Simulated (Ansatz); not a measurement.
**Single-point calculation of CH3BF2GeO**

- system: CH3BF2GeO, SMILES FB(F)[CH]1[O][GeH2]1
- method: RHF/cc-pVDZ (Ansatz 0.2.0)

Some settings of this run were made unusual or wrong on purpose. The geometry comes from this level: PBE0-D4/def2-TZVP. Figures and captions count atoms from 1; the log counts them from 0 in places.

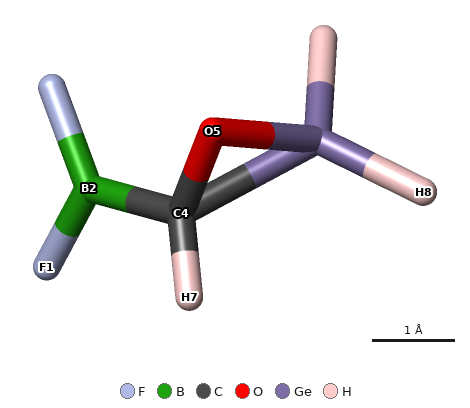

Figure 1. The input geometry (stick view, seen at a tilt; atoms are numbered from 1 in the order of the input). Sticks mark near contacts. Bond lengths as drawn: B–C 1.54 Å, B–F 1.32 Å, C–Ge 1.92 Å, C–H 1.09 Å, C–O 1.44 Å, Ge–H 1.52 Å and Ge–O 1.81 Å.

The input:
```yaml
crystal:
  periodic: [false, false, false]
  atoms:
    - {symbol: F, position_ang: [-0.472529, 0.288589, 2.530310]}
    - {symbol: B, position_ang: [0.294626, 0.354845, 1.452971]}
    - {symbol: F, position_ang: [1.166597, 1.345539, 1.392179]}
    - {symbol: C, position_ang: [0.117715, -0.651940, 0.300708]}
    - {symbol: O, position_ang: [1.095663, -0.704576, -0.751718]}
    - {symbol: Ge, position_ang: [-0.391989, 0.101501, -1.394154]}
    - {symbol: H, position_ang: [-0.357109, -1.608351, 0.526245]}
    - {symbol: H, position_ang: [-1.166938, -0.754888, -2.387671]}
    - {symbol: H, position_ang: [-0.197534, 1.582980, -1.685969]}
basis:
  gaussian: {orbitals: cc-pVDZ, nuclear_model: gaussian}
hamiltonian: {xc: {name: HF}}
correlation: {active_space: {window: {electrons: 2, orbitals: 1}}}
accuracy: high
output: {forces: true}
```

Hardware: 4 threads of INTEL XEON PLATINUM @ 2.10GHz, 23 GiB of memory available, shared host.

Run as:
```bash
ansatz run in.yaml --threads 4 --pin off --events-out ev --progress --plain --max-ram 10444MiB
```

Log:
```
Functional definition: HF
  name "HF"
  cite "Fock, Z. Phys. 61, 126 (1930) doi:10.1007/BF01340294"
  parent pbe
  exchange = exact_x
  correlation = 0
2567 factors; integrals over basis functions are off by at most 4.4e-9 eV
mean field evaluation 1: about -65669.1976 eV, gradient 4.3e1 eV
mean field evaluation 2: about -65669.3310 eV, gradient 4.3e1 eV
mean field evaluation 4: about -65673.3108 eV, gradient 4.3e0 eV
mean field evaluation 8: about -65673.3755 eV, gradient 3.3e-1 eV
mean field -65673.37614689 eV, -2413.4520583851 hartree, gradient 6.6e-8 eV, S^2 0.000000; 0 other end points of the search recorded, 0 dependent functions left out
reference -65673.37614689 eV, -2413.4520583851 hartree; 36, 36 occupied and 76, 76 virtual orbitals, 2567 factors
state -65673.37614689 eV, -2413.4520583851 hartree
the calculation of the forces begins
Total energy: -65673.37614689 eV, -2413.4520583851 hartree
Atom 0 at    -0.472529     0.288589     2.530310 Å, force     0.002245     0.060025     0.024154 eV/Å
Atom 1 at     0.294626     0.354845     1.452971 Å, force     0.187826    -0.111827    -0.006331 eV/Å
Atom 2 at     1.166597     1.345539     1.392179 Å, force    -0.065891     0.039908     0.060937 eV/Å
Atom 3 at     0.117715    -0.651940     0.300708 Å, force    -0.093404    -0.132285    -0.351987 eV/Å
Atom 4 at     1.095663    -0.704576    -0.751718 Å, force    -0.291437     0.065462     0.284912 eV/Å
Atom 5 at    -0.391989     0.101501    -1.394154 Å, force     0.182657    -0.066158    -0.058072 eV/Å
Atom 6 at    -0.357109    -1.608351     0.526245 Å, force     0.139165     0.123514     0.020752 eV/Å
Atom 7 at    -1.166938    -0.754888    -2.387671 Å, force     0.019868     0.126555     0.054910 eV/Å
Atom 8 at    -0.197534     1.582980    -1.685969 Å, force    -0.081029    -0.105194    -0.029276 eV/Å
Dipole moment:    -0.589150     0.007654    -0.457722 e Å
```

What the run reported:

- outcome: converged
- total energy: −65673.3761 eV
- SCF solution under orbital rotations: stable
- largest force (length of the vector): 0.413 eV/Å
- dipole moment: 3.58 D
- wall time: 4.1 s (CPU time 15 s)
- peak memory: 0.6 GiB

This input holds a deliberate fault: the active space doesn't fit the electrons and spin. The run converged all the same; its numbers are those of the faulty input and shouldn't be used.
